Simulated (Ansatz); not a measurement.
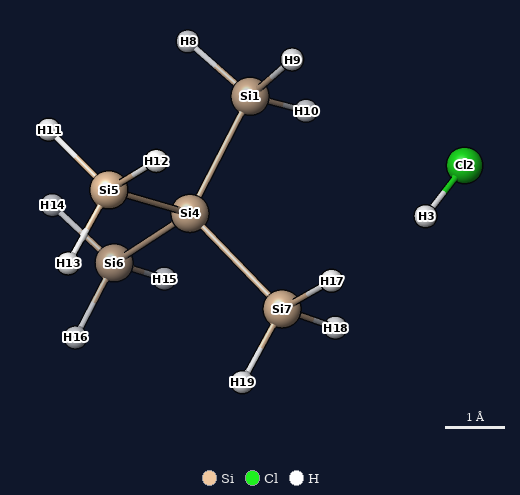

*The structure (ball-and-stick view, seen at a tilt; atoms are numbered from 1 in the order of the input).*

Bond lengths as drawn: Cl–H 1.28 Å, H–Si 1.49 to 1.50 Å and Si–Si 2.33 to 2.34 Å.

## Single-point calculation, with input and output: Si5H13Cl

System: Si5H13Cl.
Method: RKS PBE0-D4/def2-TZVPP (Ansatz 0.2.0).

The geometry is the product side of a reaction. The reaction was set up to form Si1–Si4 and Cl2–H3 and to break Si1–Cl2 and H3–Si4 (atoms counted from 1 in the order of the input); sticks are drawn by distance alone. The geometry comes from this level: PBE0-D4/def2-TZVP.

### The program's output
```
Functional definition: PBE0
  name "PBE0"
  cite "Adamo & Barone, J. Chem. Phys. 110, 6158 (1999) doi:10.1063/1.478522"
  cite "Perdew, Burke & Ernzerhof, Phys. Rev. Lett. 77, 3865 (1996) doi:10.1103/PhysRevLett.77.3865"
  parent pbe
  parameter a = 0.25
  parameter kappa = 0.804
  parameter beta = 0.06672455060314922
  exchange = (1 - a)*pbe_x(kappa = kappa, mu = beta*pi^2/3) + a*exact_x
  correlation = pbe_c(beta = beta)
2547 factors; their error is unknown
mean field evaluation 1: about -52102.2605 eV, gradient 1.8e1 eV
mean field evaluation 2: about -52103.0385 eV, gradient 9.8e0 eV
mean field evaluation 4: about -52103.2637 eV, gradient 7.5e-1 eV
mean field evaluation 8: about -52103.3739 eV, gradient 2.3e-1 eV
mean field evaluation 16: about -52103.3739 eV, gradient 3.6e-5 eV
mean field -52103.37391476 eV, -1914.7636744320 hartree, gradient 3.6e-5 eV, S^2 0.000000; 0 other end points of the search recorded, 0 dependent functions left out
reference -52103.37396534 eV, -1914.7636762908 hartree; 50, 50 occupied and 384, 384 virtual orbitals, 2547 factors
Total energy: -52103.90477801 eV, -1914.7831832966 hartree
```

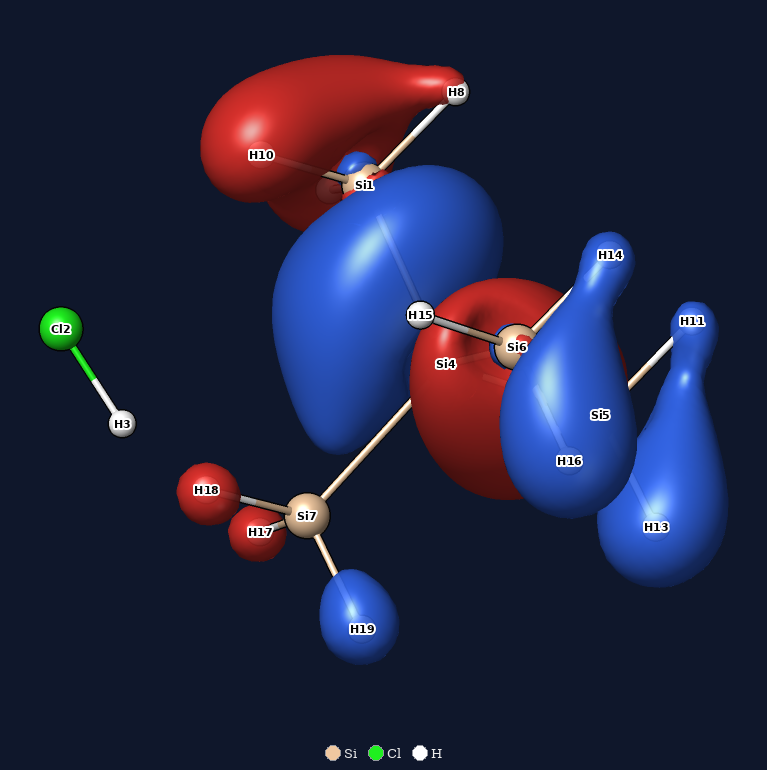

*The HOMO at ±0.08 Å⁻³ᐟ² (blue and red are the two phases), seen at an oblique angle.*

It lies mainly on Si4 (30 %), Si1 (25 %), Si5 (10 %) and Si6 (10 %). Its energy is −8.07 eV.

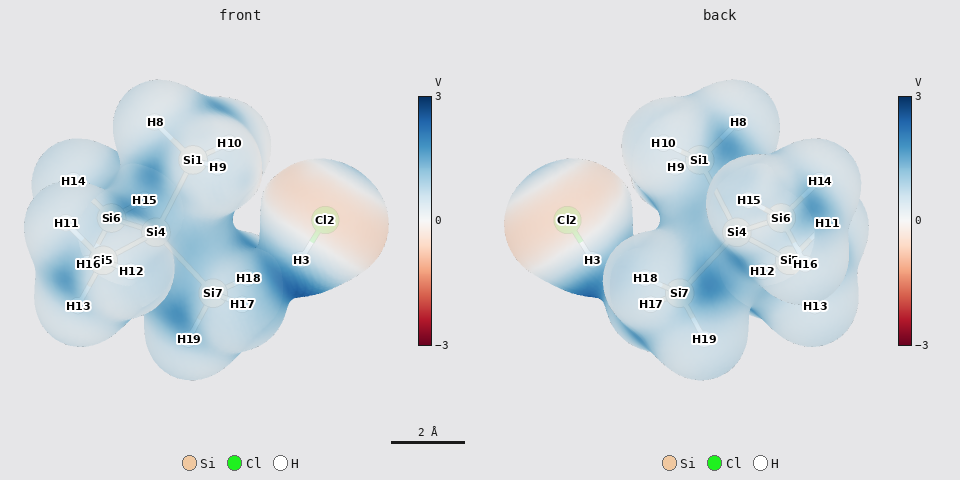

*The molecular electrostatic potential painted on the density surface at 0.004 e/bohr³, seen at a tilt and from behind; the colour scale runs from red (negative) to blue (positive).*

A positive charge is drawn to the negative regions and a negative charge to the positive ones.

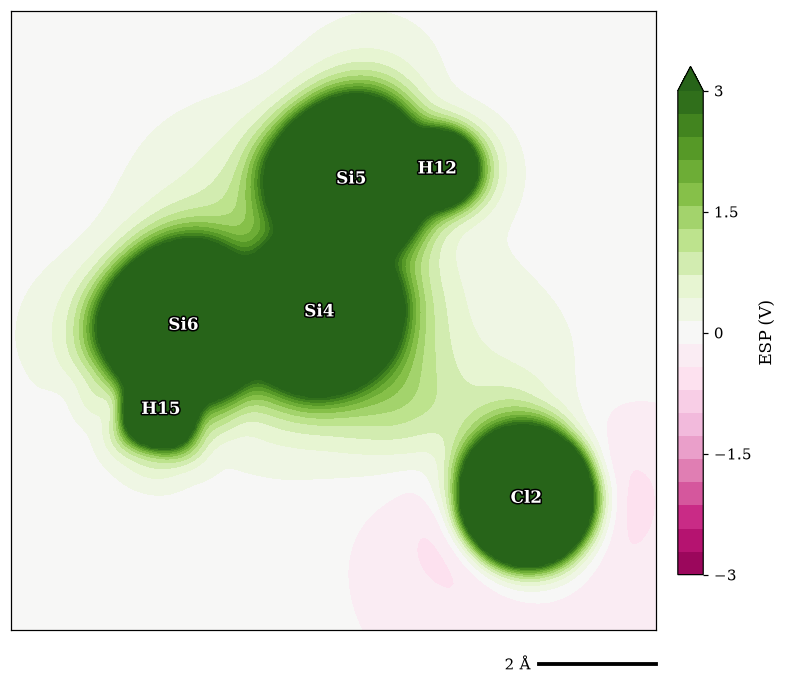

*Electrostatic potential on the plane of atoms Si4, Si5 and H12.*

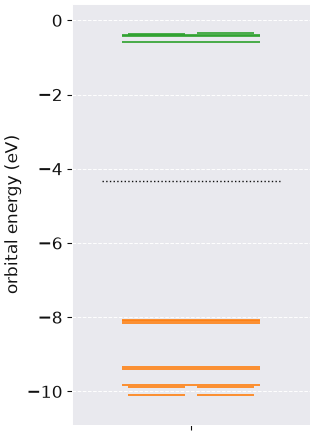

*Orbital energies near the frontier; the dotted line parts filled from empty levels, and levels within 0.02 eV of each other stand side by side.*

Highest filled −8.07 eV, lowest empty −0.58 eV, 7.49 eV apart.

This output came from the following input.

### The input
```yaml
crystal:
  periodic: [false, false, false]
  atoms:
    - {symbol: Si, position_ang: [-0.304539, 1.701139, 1.348064]}
    - {symbol: Cl, position_ang: [-3.486965, -0.407690, 2.530691]}
    - {symbol: H, position_ang: [-3.283190, -1.024743, 1.424185]}
    - {symbol: Si, position_ang: [0.380610, 0.097107, -0.208937]}
    - {symbol: Si, position_ang: [0.108510, 0.934692, -2.373023]}
    - {symbol: Si, position_ang: [2.634500, -0.414264, 0.136636]}
    - {symbol: Si, position_ang: [-0.847497, -1.878233, -0.020062]}
    - {symbol: H, position_ang: [0.604247, 2.875191, 1.240414]}
    - {symbol: H, position_ang: [-1.694067, 2.143421, 1.063600]}
    - {symbol: H, position_ang: [-0.226659, 1.156871, 2.728358]}
    - {symbol: H, position_ang: [0.887096, 2.191372, -2.538843]}
    - {symbol: H, position_ang: [-1.327337, 1.223629, -2.634982]}
    - {symbol: H, position_ang: [0.584968, -0.059171, -3.372571]}
    - {symbol: H, position_ang: [3.465845, 0.808530, -0.025767]}
    - {symbol: H, position_ang: [2.837012, -0.952820, 1.508477]}
    - {symbol: H, position_ang: [3.085522, -1.434498, -0.847979]}
    - {symbol: H, position_ang: [-2.300099, -1.612698, -0.253761]}
    - {symbol: H, position_ang: [-0.708053, -2.477708, 1.333577]}
    - {symbol: H, position_ang: [-0.409902, -2.870126, -1.038074]}
basis:
  gaussian: {orbitals: def2-TZVPP}
hamiltonian: {xc: pbe0, dispersion: d4}
output: {orbitals: {seedname: orbitals}}
```

Launched with:
```bash
ansatz run in.yaml --threads 4 --pin off --events-out ev --progress --plain --max-ram 66560MiB --backend cuda --devices 0, --max-vram 37GiB
```

### Summary

```csv
quantity,value
outcome,converged
total energy,−52103.9048 eV
mean-field energy,−52103.3740 eV
dispersion energy,−0.5308 eV
SCF solution under orbital rotations,stable
HOMO,−8.07 eV
LUMO,−0.58 eV
hardware,"4 CPU threads, shared host"
wall time,7 s (CPU time 4.5 s; the host was busy)
peak memory,1.2 GiB
```
